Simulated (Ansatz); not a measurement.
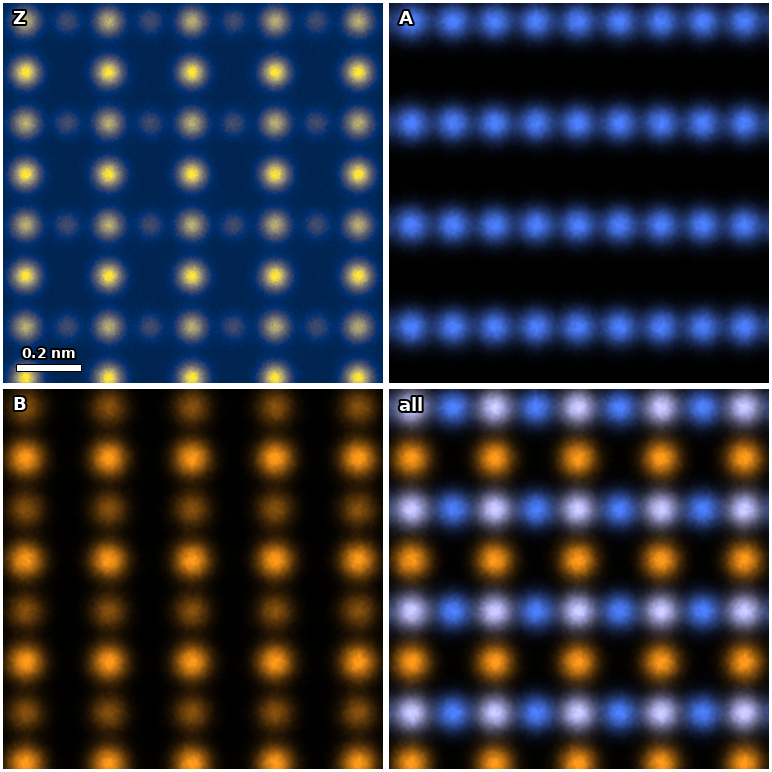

Ti3Si2 (Pm-3m, No. 221) along [211]. Panel Z: Simulated incoherent Z contrast: every atom adds Z^1.8 spread by a probe of 0.65 Å full width; channelling and multiple scattering are left out. The probe carries 15 % of its weight in a tail 2.5 times as wide. Shot noise was added. The other panels are simulated element maps (the number of atoms of one element along the beam, blurred by 0.9 Å, with counting noise; each on its own scale, no channelling); the last overlays them. Structure used: the end point of a relaxation with Ansatz, DFT PBE, scalar-relativistic, plane waves, PAW; the starting structure was generated, so it need not be a known form of this composition.

Space group Pm-3m (No. 221). a = 4.549 Å, b = 4.549 Å, c = 4.549 Å, α = 90.00°, β = 90.00°, γ = 90.00°
```csv
atom,site,symmetry,x,y,z
Ti,3d,4/mm.m,0.5000,0.0000,0.0000
Si,1a,m-3m,0.0000,0.0000,0.0000
Si,1b,m-3m,0.5000,0.5000,0.5000
```

Which element does each lettered map show?

Answer. A: Si, B: Ti. The projected cell (2.63 × 3.22 Å, 90°) holds 3 columns: 1 of Ti + Si, 1 of Ti and 1 of Si. Columns shared by several elements: Ti + Si.
